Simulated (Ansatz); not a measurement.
# C₅H₅F₃: how energies converge with the basis set

Aim: see how fast density functionals converge with the basis set for C₅H₅F₃.

The runs use Ansatz 0.2.0, Gaussian basis; one geometry, several basis sets.

Levels to be run: PBE0-D4/def2-SVP; ωB97M-V/def2-SVP; PBE0-D4/def2-QZVPP; ωB97M-V/def2-QZVPP; the functionals' def2-TZVPP values are taken from earlier runs.

**1. Structure used throughout**

The geometry comes from an earlier relaxation with PBE0-D4 in a triple-zeta def2 set; it is a stationary point, not always the lowest conformer.

SMILES `FC1=CC[C@H](F)[C@H]1F`, 13 atoms, charge 0, spin multiplicity 1.

Atoms are counted from 1 here; the program's logs count them from 0.

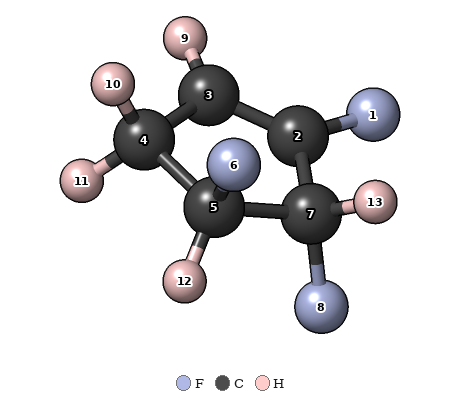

The structure; fluorine light blue, carbon dark grey, hydrogen pink; atoms are numbered from 1 in the order of the file.

**2. PBE0-D4 in def2-SVP**

Contents of in.yaml:

```yaml
crystal:
  periodic: [false, false, false]
  atoms:
    - {symbol: F, position_ang: [-2.101155, -1.597640, -0.097423]}
    - {symbol: C, position_ang: [-0.994766, -0.873867, 0.014480]}
    - {symbol: C, position_ang: [0.033710, -1.126583, 0.809495]}
    - {symbol: C, position_ang: [1.095324, -0.085643, 0.646174]}
    - {symbol: C, position_ang: [0.459201, 0.959109, -0.278575]}
    - {symbol: F, position_ang: [0.150043, 2.095172, 0.448205]}
    - {symbol: C, position_ang: [-0.836529, 0.347936, -0.817774]}
    - {symbol: F, position_ang: [-0.705706, 0.016170, -2.158231]}
    - {symbol: H, position_ang: [0.105883, -1.974589, 1.477693]}
    - {symbol: H, position_ang: [1.366462, 0.395944, 1.589188]}
    - {symbol: H, position_ang: [2.014347, -0.503348, 0.223266]}
    - {symbol: H, position_ang: [1.102889, 1.260817, -1.107323]}
    - {symbol: H, position_ang: [-1.669204, 1.051922, -0.734375]}
basis:
  gaussian: {orbitals: def2-SVP}
hamiltonian: {xc: pbe0, dispersion: d4}
output: {orbitals: {seedname: orbitals}}
```

Started as:

```
$ ansatz run in.yaml --threads 4 --pin off --events-out ev --progress --plain --max-ram 11315MiB
```

After this run come: ωB97M-V in def2-SVP; PBE0-D4 in def2-QZVPP; ωB97M-V in def2-QZVPP.

Before running them: what should the planned runs give, taken together? Wanted: PBE0-D4: double and triple zeta above quadruple; ωB97M-V: double and triple zeta above quadruple.

As calculated:

| quantity | value |
| --- | --- |
| PBE0-D4: double and triple zeta above quadruple | 16.42, 0.69 eV |
| ωB97M-V: double and triple zeta above quadruple | 16.83, 0.65 eV |

**Reading.** For PBE0-D4 the step from double to triple zeta gains 15.72 eV and the next only 0.69 eV. Total energies overstate the basis error of differences, where much of it tends to cancel.
